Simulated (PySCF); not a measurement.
**[CoH4]-: relaxation and vibrations of the singlet**

Where does singlet [CoH4]- go from a PBE0 minimum start, is the end point a minimum, and what are its modes, charges and moments?

Program: PySCF 2.14.0. Level of theory: PBE0, basis Co def2-TZVPD, H def2-TZVPD, no relativity, density fitting. These are calculated values, not measurements.

## Step 1: The system as given

5 atoms, charge -1, spin multiplicity 1.

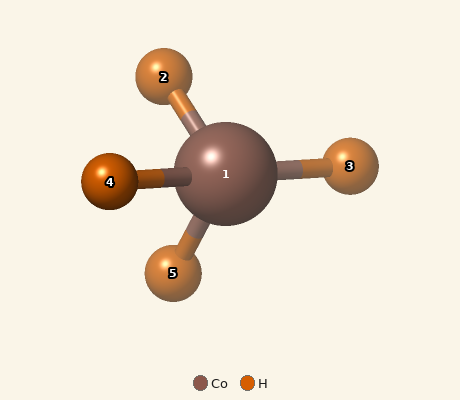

The starting geometry (cobalt brown, hydrogen orange); atoms are numbered from 1 in the order of the file.

```xyz
5
charge -1 multiplicity 1
Co   -0.0229    0.0229    0.0000
H     1.2666   -0.1136    0.6414
H    -0.7682   -0.6095    1.2420
H     0.6132    0.7649   -1.2423
H     0.1123   -1.2679   -0.6390
```

## Step 2: The SCF at the typed geometry

The steps below are one call of a driver around PySCF. For each, scf.py gives the equivalent set-up of the SCF; relaxations use the driver's own optimiser. After this first run the driver tries any further starts and a stability analysis.

scf.py

```python
from pyscf import gto, scf, dft
mol = gto.M(atom='''
Co    -0.022886     0.022931    -0.000040
H      1.266602    -0.113647     0.641443
H     -0.768233    -0.609546     1.242031
H      0.613224     0.764856    -1.242304
H      0.112313    -1.267949    -0.639011''',
    basis={'Co': 'def2-TZVPD', 'H': 'def2-TZVPD'},
    charge=-1, spin=0)
mf = dft.RKS(mol, xc='PBE0')
mf.grids.atom_grid = (50, 194)
aux = {'Co': 'def2-universal-JKFIT', 'H': 'def2-universal-JKFIT'}
mf = mf.density_fit(auxbasis=aux)
mf.conv_tol = 1e-08
mf.diis_space = 10
mf.max_cycle = 60
mf.init_guess = 'minao'
mf.verbose = 4
mf.kernel()
```

Launch:

```sh
OMP_NUM_THREADS=2 python axn.py task.json out
```

After this run come: Relaxing the singlet from the PBE0 minimum start; Hessian and properties.

What does the calculation give? Wanted: minimum; geometry; wavenumbers; dipole moment; highest occupied, lowest empty level; polar-tensor charge of Co1; zero-point energy.

The runs gave:

| quantity | value |
| --- | --- |
| minimum | singlet, C2v |
| geometry | Co–H 1.447 Å (×2), Co–H 1.581 Å (×2); H–Co–H 91.6°, H–Co–H 92.0° (×4), H–Co–H 174.4° |
| wavenumbers (cm⁻¹) | 267 (b1), 463 (a2), 615 (a1), 703 (b2), 750 (a1), 1481 (b1), 1703 (a1), 1971 (b2), 2032 (a1) |
| dipole moment (centre of mass) | 2.38 D |
| highest occupied, lowest empty level | -0.78, 3.49 eV |
| polar-tensor charge of Co1 | +0.35 e |
| zero-point energy | 59.7 kJ/mol |
| entropy at 298.15 K | 239.6 J/(mol K) |

The PBE0 minimum start keeps its C2v symmetry and ends in a minimum. The strongest infrared band lies at 1481 cm⁻¹ (b1, stretch). Only this shape and spin were tried, so other structures or states may lie lower. Whether spin polarisation would lower the closed shell was not checked.
